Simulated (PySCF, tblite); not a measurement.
**C₅H₅O₃P: geometry, infrared bands and NMR shifts**

Wanted: the infrared bands and NMR shifts of C₅H₅O₃P (`COC(=O)c1cocp1`), by calculation.

Programs: tblite 0.8.0 and PySCF 2.14.0, with density-fitted response routines of our own. Each step states its level of theory. These are calculated values for one molecule in the gas phase, unless marked as measured. Atoms are numbered from 0 throughout.

## Step 1: The molecule as given

14 atoms, charge 0, multiplicity 1; geometry from: force field or distance geometry start.

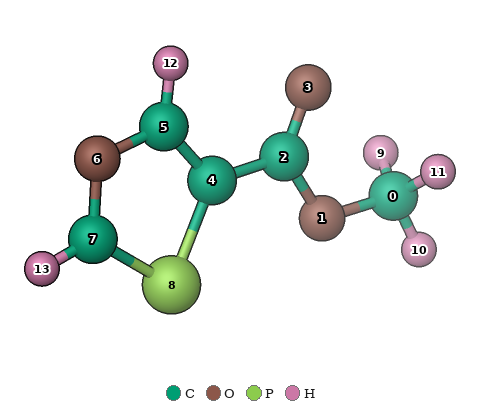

The starting geometry (carbon teal, oxygen brown, phosphorus green, hydrogen pink), atoms numbered; sticks join atoms by distance.

## Step 2: Optimising the geometry with GFN2-xTB

What the job is given:

```
{"job": {"kind": "relax", "xc": "GFN2-xTB", "basis": "xTB"}, "charge": 0, "multiplicity": 1}
C     -2.801800     0.405500     0.427900
O     -1.412100     0.662900     0.341500
C     -0.677200    -0.357700    -0.210400
O     -1.184500    -1.389400    -0.634100
C      0.739800    -0.086200    -0.278100
C      1.658400    -0.984800    -0.828900
O      2.966900    -0.574500    -0.821700
C      3.085000     0.666000    -0.258800
P      1.563600     1.482900     0.326400
H     -3.237200     0.277600    -0.568000
H     -3.287000     1.275600     0.892200
H     -3.013800    -0.472200     1.053600
H      1.512600    -1.965000    -1.248400
H      4.086500     1.058800    -0.220200
```

Launch:

```
$ OMP_NUM_THREADS=1 python probes_run.py task.json out
```

This one command runs all jobs of the session in turn.

**Question.** This job is followed by: GFN2-xTB harmonic vibrations, gas phase; GIAO PBE0/pcSseg-1 NMR shielding, non-relativistic, gas phase. Predict these results of the whole session: strongest single infrared mode (GFN2-xTB); zero-point energy (GFN2-xTB); 13C shifts against TMS (PBE0/pcSseg-1); 1H shifts against TMS (PBE0/pcSseg-1, means over atoms taken as alike); 17O shifts against H2O (PBE0/pcSseg-1); 31P shifts against H3PO4 (PBE0/pcSseg-1); surface potential, least and greatest.

As calculated:

| quantity | value |
| --- | --- |
| strongest single infrared mode (GFN2-xTB) | 1760 cm⁻¹, 472 km/mol |
| zero-point energy (GFN2-xTB) | 58.7 kcal/mol |
| 13C shifts against TMS (PBE0/pcSseg-1) | 190.9, 170.3, 160.2, 142.5, 53.6 ppm |
| 1H shifts against TMS (PBE0/pcSseg-1, means over atoms taken as alike) | 8.89, 8.85, 4.09 ppm |
| 17O shifts against H2O (PBE0/pcSseg-1) | 410.5, 357.9, 191.1 ppm |
| 31P shifts against H3PO4 (PBE0/pcSseg-1) | 141.7 ppm |
| surface potential, least and greatest | -1.56 V and 1.28 V |

Over 37 steps the energy fell by 0.488 eV; of the close pairs, C7–P8 changed most, 1.823 to 1.711 Å. No mode is imaginary among the 36: a minimum at this level. The strongest single mode, at 1760 cm⁻¹, moves mainly C2 and O3. GFN2-xTB is a fitted tight-binding method: band positions and strengths are rough. Its intensities can rank the bands wrongly. At PBE0/pcSseg-1: Shielding is most anisotropic at O3 (span 645 ppm, paramagnetic term -478 ppm). NICS(1)zz of -25 ppm above the planar ring from C4 marks a diatropic (aromatic) ring current. By nearest atom (PBE0/pcSseg-1), the HOMO sits on C7 36 %; P8 30 % and the LUMO on P8 35 %; C2, C7 about 14 % each.
